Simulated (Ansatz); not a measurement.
Molecule (SMILES): N (NH3).
Geometry (B3LYP-D3(BJ)/def2-TZVP, fixed):
```xyz
4

N      0.0022    -0.0038     0.1116
H     -0.0020     0.9512    -0.2281
H      0.8095    -0.4644    -0.2929
H     -0.8232    -0.4600    -0.2599
```
Charge 0, spin multiplicity 1.

Basis-set convergence of the dipole moment at PBE0 with Ansatz (a first-principles code). Dipoles come from the density behind the forces; the sign is taken along the dipole that this method gives in the largest set. Cartesian d functions, on some or all atoms, in 6-31+G*; all else is spherical. The program fits the integrals of some runs and decomposes those of others, by size. No added dispersion term, no relativity. Reference: the value in aug-pcseg-3, 1.496 D, itself unsure by roughly 0.001 D (its mean distance from aug-cc-pVQZ, def2-QZVPPD). Deviations are taken from unrounded values.

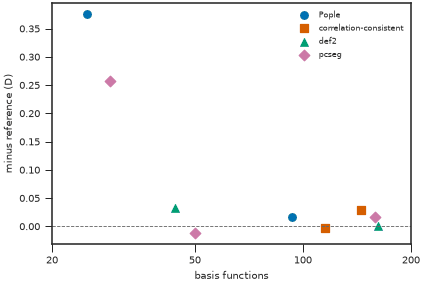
Figure. Deviation from the reference against the number of basis functions, by family of sets.

```
basis              functions  dipole moment (D)  minus reference (D)
-----------------  ---------  -----------------  -------------------
6-31+G*                   25              1.871                0.376
pcseg-1                   29              1.753                0.257
def2-SVPD                 44              1.528                0.032
aug-pcseg-1               50              1.484               -0.012
6-311++G(3df,3pd)         93              1.512                0.016
aug-cc-pVTZ              115              1.493               -0.003
cc-pVQZ                  145              1.524                0.029
pcseg-3                  159              1.512                0.017
def2-QZVPPD              162              1.496                0.000
```
